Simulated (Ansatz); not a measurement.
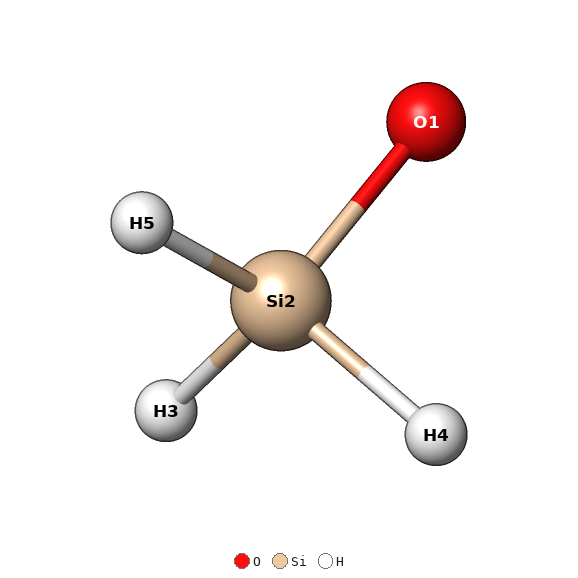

State: neutral, doublet. Sticks follow a distance rule. Harmonic vibrations computed with UKS PBE0-D4/def2-TZVP (Ansatz 0.2.0) at a stationary point of the same level.

Q: How many imaginary frequencies does it have?

A: A minimum: no imaginary frequency, and the lowest mode lies at 521 cm⁻¹.

Q: List the wavenumbers.

A: 9 modes: 521, 543, 844, 885, 898, 985, 2179, 2228, 2231 cm⁻¹.
